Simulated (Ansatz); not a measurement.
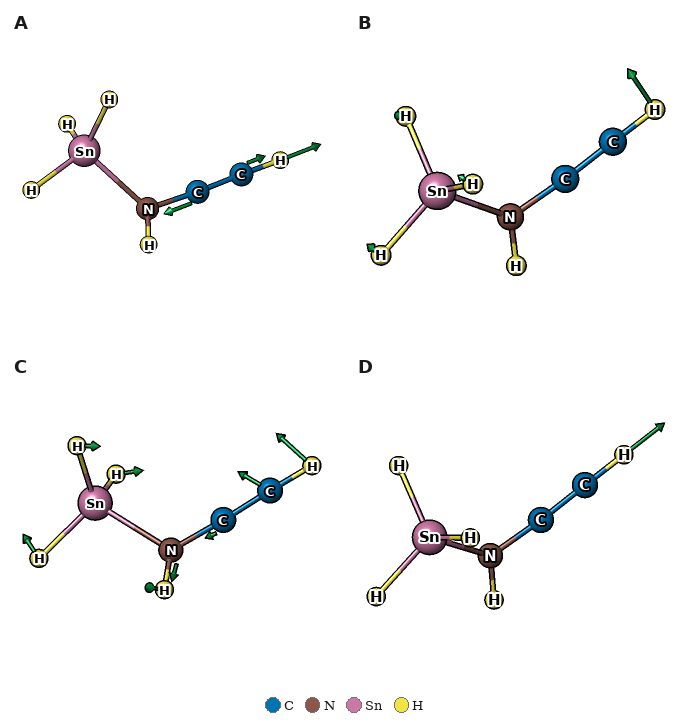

4 normal modes of one molecule or complex, as arrows. Harmonic vibrations computed with RKS PBE0-D4/def2-TZVP, core potentials on Sn (Ansatz 0.2.0) at a stationary point of the same level.

> Match the panels to the wavenumbers 104 cm⁻¹, 678 cm⁻¹, 2235 cm⁻¹, 3497 cm⁻¹.

A: 2235 cm⁻¹
B: 678 cm⁻¹
C: 104 cm⁻¹
D: 3497 cm⁻¹, C–H stretching
